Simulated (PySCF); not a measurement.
# HBS (hydrogen boron sulfide) at CCSDT(Q)/STO-3G

What is the energy change on altering one bond length of HBS (hydrogen boron sulfide) at CCSDT(Q)/STO-3G? 

Program for the calculation: PySCF 2.14.0.

9 further runs of the same task are left out: 9 set aside as unsound or not needed.

## Step 1: The structure to begin with

HBS has 3 atoms, charge 0, and is taken as a singlet. SMILES: `B=S`. Geometry: relaxed at GFN2-xTB.

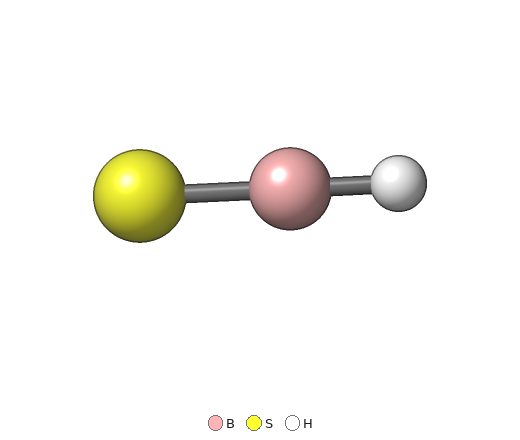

The structure, seen from a chosen angle (boron pink, sulfur yellow, hydrogen white).

## Step 2: A single-point energy at CCSDT(Q)/STO-3G

The input, start.xyz:

```xyz
3

B     -0.041030    -0.016100     0.142540
S      0.395320     0.146510    -1.379660
H     -0.354300    -0.130410     1.237110
```

The input, input.py:

```python
# hydrogen boron sulfide
from pyscf import gto, scf, cc

molecule = gto.Mole()
molecule.atom = 'start.xyz'
molecule.basis = 'sto-3g'
molecule.spin = 0
molecule.max_memory = 1860
molecule.verbose = 3
molecule.build()

mf = scf.RHF(molecule)
mf.conv_tol = 1e-10
mf.kernel()
if not mf.converged:
    mf = mf.newton().run(mf.mo_coeff, mf.mo_occ)

mycc = cc.CCSDT(mf, frozen=6)
mycc.kernel()
e_bracket, e_q = mycc.ccsdt_q()
e_final = mycc.e_tot + e_q
print(f'total energy: {e_final:.8f} hartree')
```

Run with:

```bash
$ OMP_NUM_THREADS=1 python input.py
```

The log of the run:

```text
converged SCF energy = -418.121282919439
_make_eris_incore_RCCSDT

WARN: A large `blksize` is being used, which may cause large memory consumption
      for storing contraction intermediates. If memory is sufficient, consider using
      `pyscf.cc.rccsdt_highm.RCCSDT` instead.

WARN: A large `blksize_oovv` is being used, which may cause large memory consumption
      for storing contraction intermediates. If memory is sufficient, consider using
      `pyscf.cc.rccsdt_highm.RCCSDT` instead.

WARN: A large `blksize_oooo` is being used, which may cause large memory consumption
      for storing contraction intermediates. If memory is sufficient, consider using
      `pyscf.cc.rccsdt_highm.RCCSDT` instead.

RCCSDT converged
E(RCCSDT) = -418.2397362214139   E_corr = -0.1184533019746675
E_corr(same-spin) = -0.0194055994730923
E_corr(oppo-spin) = -0.0990477025015752
_make_eris_incore_RCCSDT
total energy: -418.23905227 hartree
```

It took 0.72 s on 1 thread of Arm Neoverse V2, shared host; peak memory 0.1 GiB.

## Step 3: The distorted shape at the same level

The input, start.xyz:

```xyz
3

B      0.115615     0.041059    -0.404781
S      0.551965     0.203669    -1.926981
H     -0.354300    -0.130410     1.237110
```

The input, run.py:

```python
from pyscf import gto, cc

molecule = gto.Mole()
molecule.atom = 'start.xyz'
molecule.verbose = 3
molecule.charge = 0
molecule.basis = 'sto-3g'
molecule.max_memory = 1860
molecule.build()

mf = molecule.RHF()
mf.conv_tol = 1e-10
mf.kernel()
if not mf.converged:
    mf = mf.newton().run(mf.mo_coeff, mf.mo_occ)

mycc = cc.CCSDT(mf, frozen=6)
mycc.kernel()
e_bracket, e_q = mycc.ccsdt_q()
e_final = mycc.e_tot + e_q
print('E = %.10f Eh' % e_final)
```

Run with:

```bash
$ OMP_NUM_THREADS=1 python run.py
```

The log of the run:

```text
converged SCF energy = -418.008289196951
_make_eris_incore_RCCSDT

WARN: A large `blksize` is being used, which may cause large memory consumption
      for storing contraction intermediates. If memory is sufficient, consider using
      `pyscf.cc.rccsdt_highm.RCCSDT` instead.

WARN: A large `blksize_oovv` is being used, which may cause large memory consumption
      for storing contraction intermediates. If memory is sufficient, consider using
      `pyscf.cc.rccsdt_highm.RCCSDT` instead.

WARN: A large `blksize_oooo` is being used, which may cause large memory consumption
      for storing contraction intermediates. If memory is sufficient, consider using
      `pyscf.cc.rccsdt_highm.RCCSDT` instead.

RCCSDT converged
E(RCCSDT) = -418.1562933155506   E_corr = -0.1480041185996617
E_corr(same-spin) = -0.0189503238871493
E_corr(oppo-spin) = -0.129053794712512
_make_eris_incore_RCCSDT
E = -418.1554751672 Eh
```

Wall time 0.88 s (1 thread of Arm Neoverse V2, shared host); peak memory 0.12 GiB.

## Step 4: What came out

At CCSDT(Q)/STO-3G, 6 core orbitals frozen:

| quantity | value |
| --- | --- |
| first shape: total energy | -418.23905 Eh |
| first shape: dipole moment (Hartree–Fock density) | 0.97 D |
| first shape: HOMO energy (Hartree–Fock orbitals) | -7.96 eV |
| first shape: LUMO energy (Hartree–Fock orbitals) | 7.83 eV |
| first shape: HOMO–LUMO gap (Hartree–Fock orbitals) | 15.78 eV |
| first shape: correlation energy (6 core orbitals frozen) | -117.8 mEh |
| first shape: T1 diagnostic | 0.024 |
| distorted shape: total energy | -418.15548 Eh |
| distorted shape: dipole moment (Hartree–Fock density) | 1.01 D |
| distorted shape: HOMO energy (Hartree–Fock orbitals) | -7.98 eV |
| distorted shape: LUMO energy (Hartree–Fock orbitals) | 7.93 eV |
| distorted shape: HOMO–LUMO gap (Hartree–Fock orbitals) | 15.91 eV |
| distorted shape: correlation energy (6 core orbitals frozen) | -147.2 mEh |
| distorted shape: T1 diagnostic | 0.025 |
| energy change with the B1–H3 bond stretched from 1.144 to 1.716 Å | 2.274 eV |

What this shows: With the B1–H3 bond stretched from 1.144 to 1.716 Å the energy rises by 2.27 eV (52 kcal/mol). The first shape isn't relaxed at this level, so the change isn't measured from a minimum. The minimal basis adds a large error of its own. The T1 diagnostic (first shape) of 0.024 is above the customary mark for such species, so a single reference may not serve. The T1 diagnostic (distorted shape) of 0.025 is above the customary mark for such species, so a single reference may not serve.
